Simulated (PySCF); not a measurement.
# TcNI: relaxation and vibrations of the doublet

Aim: relax TcNI as a doublet from a PBE minimum start, check by its vibrations whether the end is a minimum, and collect its spectrum and constants.

Computed with PySCF 2.14.0. Level: PBE, basis Tc def2-SVP with ECP28, N def2-SVP, I def2-SVP with ECP28, scalar-relativistic core potentials, no spin–orbit coupling, density fitting.

### 1 The starting structure

3 atoms, charge 0, spin multiplicity 2.

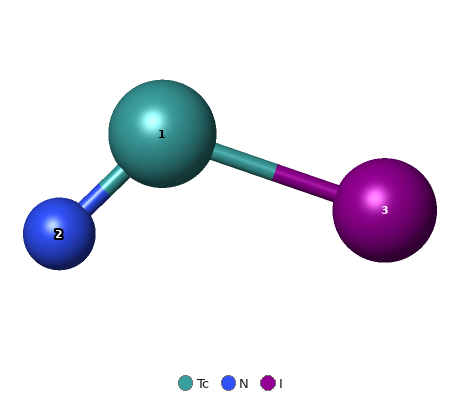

Start geometry, drawn with technetium teal, nitrogen blue, iodine purple; atoms are numbered from 1 in the order of the file.

Coordinates in bohr (charge 0 multiplicity 2):
```
Tc    0.0000   -2.5444    0.0000
N     2.7758   -3.7366    0.0000
I    -0.3063    2.3954    0.0000
```

### 2 The SCF at the typed geometry

One driver script runs all steps and calls PySCF; scf.py shows how it sets up the SCF of each step. The optimiser is the driver's own. After this first run the driver tries any further starts and a stability analysis.

scf.py

```python
from pyscf import gto, scf, dft
mol = gto.M(atom='''
Tc    -0.000000    -1.346460    -0.000000
N      1.468910    -1.977320    -0.000000
I     -0.162080     1.267590     0.000000''',
    basis={'Tc': 'def2-SVP', 'N': 'def2-SVP', 'I': 'def2-SVP'},
    ecp={'Tc': 'def2-SVP', 'I': 'def2-SVP'},
    charge=0, spin=1)
mf = dft.UKS(mol, xc='PBE')
mf.grids.atom_grid = (50, 194)
aux = {'Tc': 'def2-universal-JKFIT', 'N': 'def2-universal-JKFIT', 'I': 'def2-universal-JKFIT'}
mf = mf.density_fit(auxbasis=aux)
mf.conv_tol = 1e-08
mf.diis_space = 10
mf.max_cycle = 60
mf.init_guess = 'minao'
mf.verbose = 4
mf.kernel()
```

Launch:

```
OMP_NUM_THREADS=2 python axn.py task.json out
```

What it wrote:

```text
init E= -393.808477901725
[... the frontier-level lines of each cycle are left out ...]
cycle= 1 E= -430.349921395738  delta_E= -36.5  |g|= 2.64  |ddm|= 6.64
cycle= 2 E= -417.113412069957  delta_E= 13.2  |g|=    4  |ddm|= 7.45
cycle= 3 E= -423.945348342093  delta_E= -6.83  |g|=  3.4  |ddm|=  8.8
cycle= 4 E= -433.026888354202  delta_E= -9.08  |g|= 0.463  |ddm|= 6.93
cycle= 5 E= -432.553767021166  delta_E= 0.473  |g|= 1.03  |ddm|=    2
cycle= 6 E= -432.625744838933  delta_E= -0.072  |g|= 1.08  |ddm|= 2.08
cycle= 7 E= -433.144882822629  delta_E= -0.519  |g|= 0.223  |ddm|= 0.83
cycle= 8 E= -433.159738344066  delta_E= -0.0149  |g|= 0.114  |ddm|= 0.215
cycle= 9 E= -433.165666731227  delta_E= -0.00593  |g|= 0.0571  |ddm|= 0.191
cycle= 10 E= -433.167523777983  delta_E= -0.00186  |g|= 0.0116  |ddm|= 0.0706
cycle= 11 E= -433.167588604102  delta_E= -6.48e-05  |g|= 0.00267  |ddm|= 0.0161
cycle= 12 E= -433.167595233459  delta_E= -6.63e-06  |g|= 0.000765  |ddm|= 0.0052
cycle= 13 E= -433.167595637415  delta_E= -4.04e-07  |g|= 0.000181  |ddm|= 0.00137
cycle= 14 E= -433.167595672543  delta_E= -3.51e-08  |g|= 4.45e-05  |ddm|= 0.000394
cycle= 15 E= -433.167595676189  delta_E= -3.65e-09  |g|= 3.31e-05  |ddm|= 0.000181
Extra cycle  E= -433.167595673201  delta_E= 2.99e-09  |g|= 7.49e-05  |ddm|= 0.000171
converged SCF energy = -433.167595673201  <S^2> = 0.76028473  2S+1 = 2.0102584
```

This step, with its further starts and checks, took 24 s on 2 threads of Arm Neoverse N1, shared host.

Energies from each starting density:

| start | energy (Eh) |
| --- | --- |
| the minimal-basis guess | -433.167596 |
| a thermally smeared density | -433.167596 |
| a smeared PBE density | -433.167535 |

The test of internal stability and the other starts found no lower solution of this spin.

### 3 Relaxation: PBE minimum start, doublet

The program finds Cs symmetry in the start, which this walk keeps. The walk stops when the largest gradient is under 0.0003 Eh/bohr and the energy has settled too.

scf.py: that of step 2 with these lines changed.

```diff
@@ -3,3 +3,3 @@
-Tc    -0.000000    -1.346460    -0.000000
-N      1.468910    -1.977320    -0.000000
-I     -0.162080     1.267590     0.000000''',
+Tc    -0.000002    -1.346459     0.000000
+N      1.468908    -1.977319     0.000000
+I     -0.162082     1.267591     0.000000''',
@@ -16 +15,0 @@
-mf.init_guess = 'minao'
```

Energy and gradient, step by step:

| step | energy (Eh) | change (kJ/mol) | largest symmetric gradient (Eh/bohr) |
| --- | --- | --- | --- |
| 0 | -433.167596 | 0.00 | 0.00032 |
| 1 | -433.167598 | -0.01 | 0.00019 |

The walk took 6 s.

Positions (Å) and forces (eV/Å) along the way:

```
step 0
Tc   0.000  -1.346   0.000  -0.019  -0.007   0.000
N    1.469  -1.977   0.000   0.004   0.005   0.000
I   -0.162   1.268   0.000   0.015   0.002   0.000
step 1
Tc  -0.001  -1.347   0.000  -0.006  -0.005   0.000
N    1.469  -1.976   0.000  -0.006   0.006   0.000
I   -0.161   1.267   0.000   0.013  -0.001   0.000
```

It settles in Cs symmetry, 0.0 kJ/mol below the start, after 1 steps: Tc–I 2.619 Å, Tc–N 1.599 Å; I–Tc–N 116.7°.

### 4 Vibrations and properties at this point

The point is checked on the finer grid, and tightened if its gradient asks for it. The Hessian and the dipole derivatives come from central differences of analytic gradients, with steps of 0.02 bohr.

scf.py: that of step 3 with these lines changed.

```diff
@@ -3,3 +3,3 @@
-Tc    -0.000002    -1.346459     0.000000
-N      1.468908    -1.977319     0.000000
-I     -0.162082     1.267591     0.000000''',
+Tc    -0.000729    -1.346353     0.000000
+N      1.468861    -1.975626     0.000000
+I     -0.161467     1.267526     0.000000''',
@@ -10 +10 @@
-mf.grids.atom_grid = (50, 194)
+mf.grids.atom_grid = (75, 302)
@@ -13 +13 @@
-mf.conv_tol = 1e-08
+mf.conv_tol = 1e-10
```

This SCF starts from the last density.

SCF at the final geometry:

```text
init E= -433.167506907634
[... the frontier-level lines of each cycle are left out ...]
cycle= 1 E= -433.167506907325  delta_E= 3.09e-10  |g|= 2.8e-05  |ddm|= 1.93e-05
cycle= 2 E= -433.167506894182  delta_E= 1.31e-08  |g|= 0.000183  |ddm|= 0.000124
cycle= 3 E= -433.167506907642  delta_E= -1.35e-08  |g|= 1.12e-06  |ddm|= 0.000107
cycle= 4 E= -433.167506907643  delta_E= -1.25e-12  |g|= 3.2e-07  |ddm|= 1.84e-06
Extra cycle  E= -433.167506907642  delta_E= 1.48e-12  |g|= 8.95e-07  |ddm|= 2.06e-06
converged SCF energy = -433.167506907642  <S^2> = 0.76028352  2S+1 = 2.0102572
```

The whole step took 70 s.

Geometry: Cs; Tc–I 2.619 Å, Tc–N 1.599 Å; I–Tc–N 116.7°.

Harmonic modes (main isotopes):

```csv
symmetry,ω (cm⁻¹),IR (km/mol),μ (u),type
a',139,2.0,17.80,bend
a',232,20.5,74.06,mixed
a',1172,89.6,15.64,stretch
```

Every mode is real; the point is a minimum.

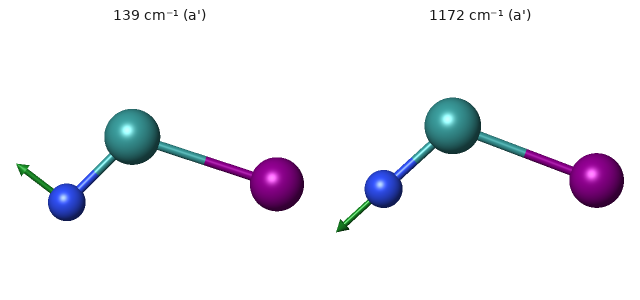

Displacements of 2 of the modes, as arrows (one member where a mode is degenerate).

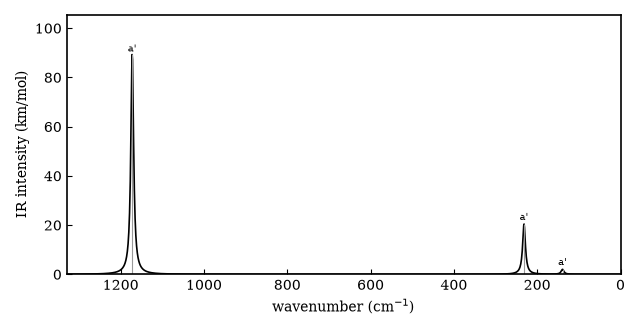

The harmonic infrared spectrum (widths in cm⁻¹). Lines are broadened to a width of 8 cm⁻¹ (Lorentzian).

Properties at this point:

```
Dipole moment                                                   : 3.32 D
Highest occupied level                                          : -4.76 eV
Lowest empty level                                              : -4.23 eV
Rotational constants                                            : 0.7374, 0.03759, 0.03576 cm⁻¹
Zero-point energy                                               : 9.2 kJ/mol
Principal polarisabilities                                      : 51.3, 82.8, 100.6 bohr³
Atomisation energy without zero-point energy                    : 934 kJ/mol
Principal traceless quadrupole moments about the centre of mass : -7.89, -1.54, 9.43 D Å
Entropy at 298.15 K and 1 bar (electronic part: spin only)      : 315.3 J/(mol K)
Heat capacity Cp at 298.15 K                                    : 49.7 J/(mol K)
Enthalpy at 298.15 K above 0 K                                  : 13.05 kJ/mol
Rotational symmetry number                                      : 1
Spin squared ⟨S²⟩                                               : 0.760
```

Charges (e) and bond orders:

| atom | Mulliken | Löwdin | polar tensor | spin (Mulliken) | Mayer order to Tc1 |
| --- | --- | --- | --- | --- | --- |
| Tc1 | 0.30 | -0.27 | 0.93 | 1.13 | – |
| N2 | -0.15 | 0.13 | -0.51 | -0.13 | 2.95 |
| I3 | -0.15 | 0.14 | -0.42 | 0.00 | 1.24 |

Outer orbital energies (eV). α occupied: -9.32, -9.11, -8.99, -7.81, -6.75, -6.45, -5.68, -5.03; empty: -4.23, -3.20, -2.18, -1.09. β occupied: -16.86, -9.22, -8.95, -8.87, -7.68, -6.69, -6.37, -4.76; empty: -4.13, -3.91, -2.85, -1.96.

Mulliken populations on Tc1 (outside its core potential): s 2.38, p 6.34, d 5.96, f 0.02.

### 5 Results

| quantity | value |
| --- | --- |
| minimum | doublet, Cs |
| geometry | Tc–I 2.619 Å, Tc–N 1.599 Å; I–Tc–N 116.7° |
| wavenumbers (cm⁻¹) | 139 (a'), 232 (a'), 1172 (a') |
| dipole moment | 3.32 D |
| highest occupied, lowest empty level (either spin) | -4.76, -4.23 eV |
| polar-tensor charge of Tc1 | +0.93 e |
| zero-point energy | 9.2 kJ/mol |
| entropy at 298.15 K | 315.3 J/(mol K) |
| atomisation energy (no zero-point energy) | 934 kJ/mol |
| ⟨S²⟩ | 0.760 |

**Reading.** The PBE minimum start keeps its Cs symmetry and ends in a minimum. The strongest infrared band lies at 1172 cm⁻¹ (a', stretch). Most of the spin sits on Tc1 (Mulliken spin 1.13, against 1 for the whole molecule). Other starts or spin states, not run here, may lie lower. One determinant may miss the lowest occupation of an open d or f shell. With an element this heavy the missing spin–orbit coupling can shift these numbers.

The search up to here took 1.7 min.
